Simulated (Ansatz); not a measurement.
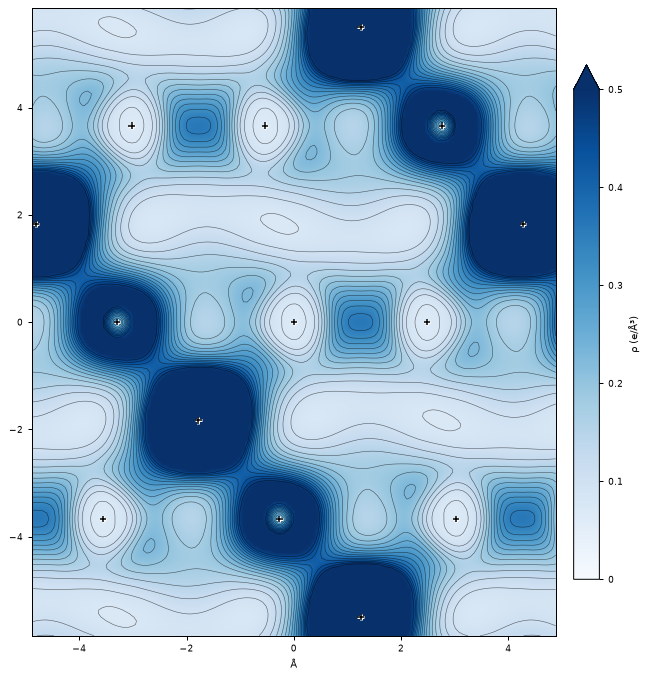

The valence pseudo-density on a plane through atoms (crosses mark nuclei in the plane).

Level of theory: DFT PBE, scalar-relativistic, plane waves, PAW in Ansatz.

Candidates:
A. Mg₃SeS₂, a = 5.46 Å, b = 9.83 Å, c = 12.75 Å, α = 90.00°, β = 90.00°, γ = 90.00°. Space group Fmmm; a structure generated by program, which may or may not match a known phase.
B. Sc₂Mo, a = 4.87 Å, b = 4.87 Å, c = 2.85 Å, α = 90.00°, β = 90.00°, γ = 120.00°. Space group P6/mmm; a structure generated by program, which may or may not match a known phase; computed without spin polarisation.
C. Al₂BAs₃, a = 6.35 Å, b = 6.35 Å, c = 9.07 Å, α = 90.00°, β = 90.00°, γ = 120.00°. Space group R-3m; a structure generated by program, which may or may not match a known phase.

Which system is this?

Candidate C: Al₂BAs₃ on the (110) plane of the conventional cell, which holds Al, B and As. B–As (2.38 Å): ρ at the midpoint is about 0.43 e/Å³. Al–Al (2.49 Å): ρ at the midpoint is about 0.36 e/Å³.
